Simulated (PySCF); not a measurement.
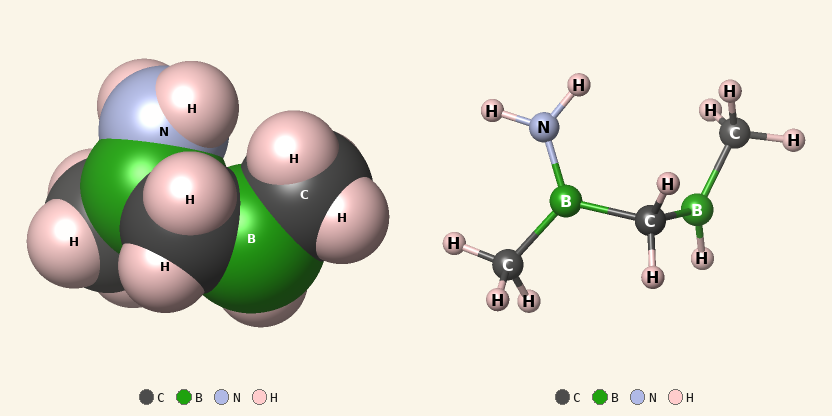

Two views of one molecule.

The computed structure is the end point of a GFN2-xTB optimisation. No frequency run is at hand to confirm it as a minimum.

**Which formula does it have?**

C3H11B2N, 17 atoms: 3 carbon, 11 hydrogen, 2 boron and 1 nitrogen.

**Give a SMILES string for it.**

CBCB(C)N

The parts below concern this one geometry. Atoms keep their numbers from picture to picture.

### Shape

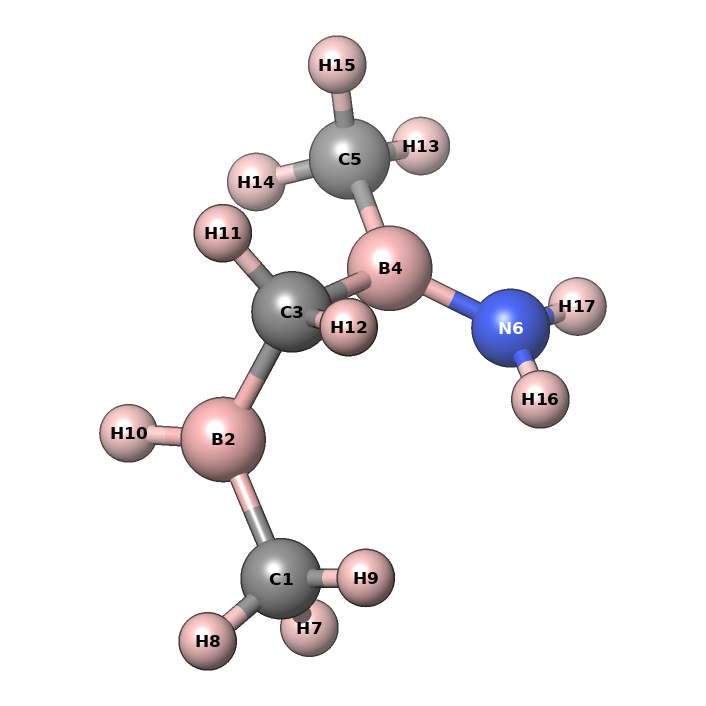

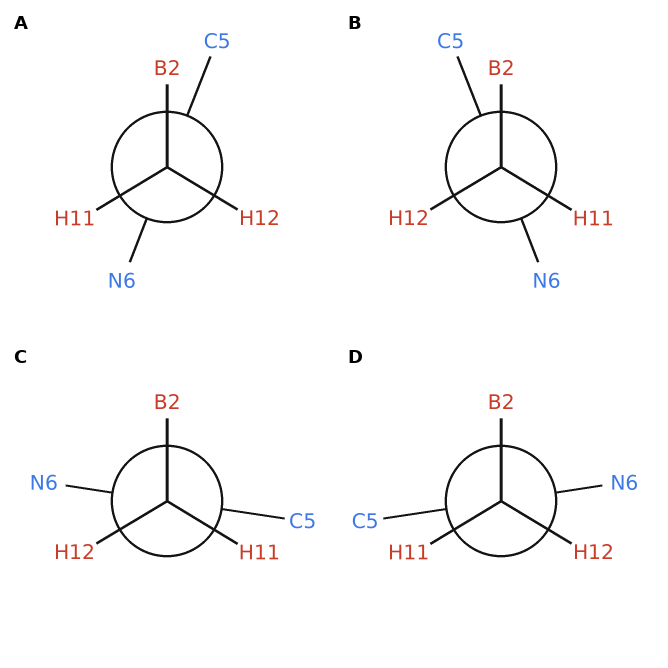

Atoms fade into the background with distance from the viewer. Bonds that would overlap in a projection are set slightly apart. No frequency run is at hand to confirm it as a minimum.

**Which Newman projection shows the view along C3–B4, with C3 in front?**

C. The torsion angle B2–C3–B4–N6 is −81°, about perpendicular.

### Excitation

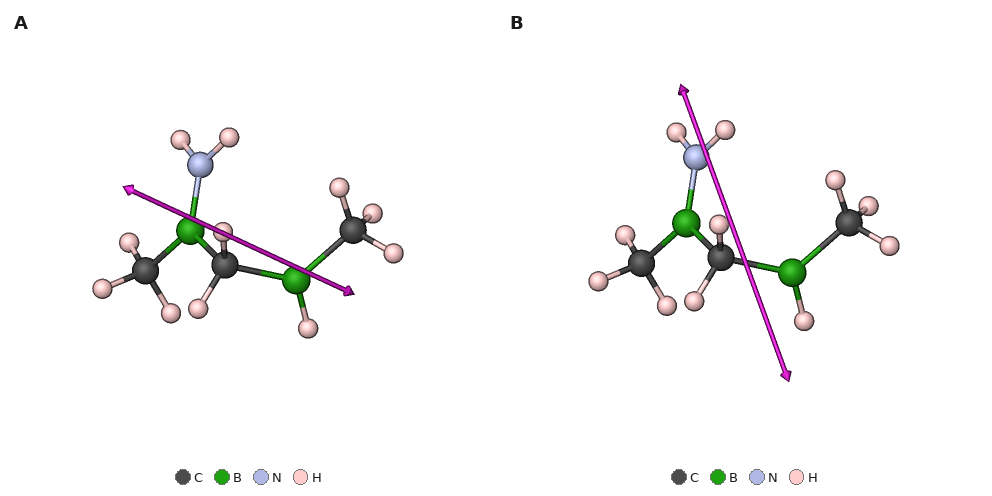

The double arrows show the directions of two transition dipoles from the ground state (lengths mean nothing). No frequency run is at hand to confirm it as a minimum. Level of theory: TDDFT CAM-B3LYP/def2-SVPD, vertical, gas phase, core orbitals frozen in the response (PySCF 2.14.0).

**One belongs to singlet state 4 and one to singlet state 5. Which is which?**

A: state 4, 7.30 eV (170 nm), oscillator strength 0.029, of mixed character, with the largest part HOMO → LUMO+1 (weight 0.42).
B: state 5, 7.67 eV (162 nm), oscillator strength 0.069, of mixed character, with the largest part HOMO−3 → LUMO (weight 0.37).

### Quadrupole coupling

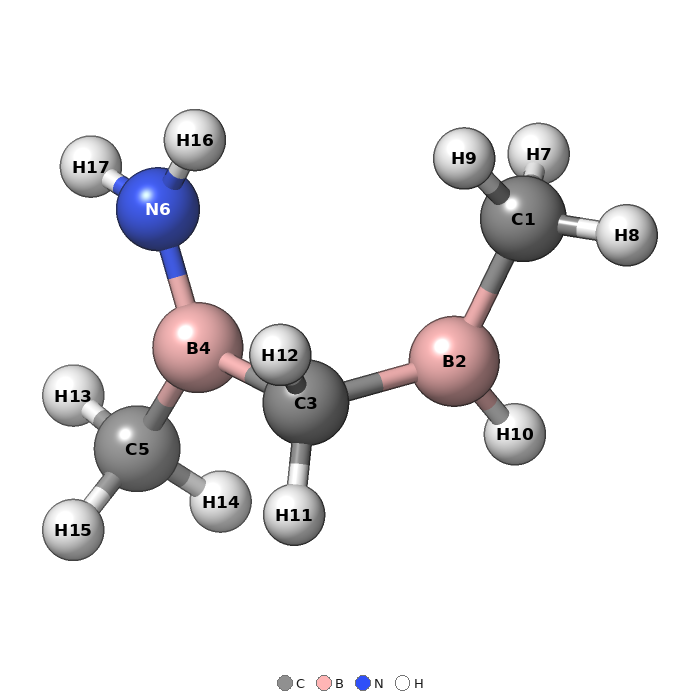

No frequency run is at hand to confirm it as a minimum. Electric field gradients from the ground-state density, B3LYP/pcJ-1 (PySCF 2.14.0), non-relativistic apart from any core potentials.

Give the largest field-gradient component, the quadrupole coupling constant and the asymmetry for 11B at B2 (Q = 40.59 mb), 11B at B4 (Q = 40.59 mb), 14N at N6 (Q = 20.44 mb), 2H at H7 (Q = 2.86 mb), 2H at H8 (Q = 2.86 mb), 2H at H9 (Q = 2.86 mb), 2H at H10 (Q = 2.86 mb).

| atom | V_zz (a.u.) | e²qQ/h (MHz) | η |
| --- | --- | --- | --- |
| B2 | 0.572 | 5.45 | 0.01 |
| B4 | 0.393 | 3.75 | 0.15 |
| N6 | −0.651 | −3.12 | 0.69 |
| H7 | 0.309 | 0.207 | 0.02 |
| H8 | 0.310 | 0.208 | 0.02 |
| H9 | 0.311 | 0.209 | 0.02 |
| H10 | 0.230 | 0.154 | 0.11 |

### Spin–spin coupling

No frequency run is at hand to confirm it as a minimum. Properties computed with B3LYP/pcJ-1 indirect spin-spin coupling, non-relativistic, gas phase (PySCF 2.14.0). Isotopes: 11B, 13C, 1H, 15N.

Give the spin–spin coupling constants of these pairs, with the number of bonds between them: N6/H16, B2/B4, B2/H7, C3/N6, B4/H11, B4/H12, N6/H14.

```tsv
pair	bonds apart	J (Hz)
N6, H16	1	−83.8
B2, B4	2	−0.7
B2, H7	2	−4.3
C3, N6	2	−2.6
B4, H11	2	−9.3
B4, H12	2	−7.3
N6, H14	3	−2.6
```

The geometry is semi-empirical. Around B such bond lengths and angles can be off by a tenth of an ångström or more and by several degrees, and values that hang on the shape move with them.
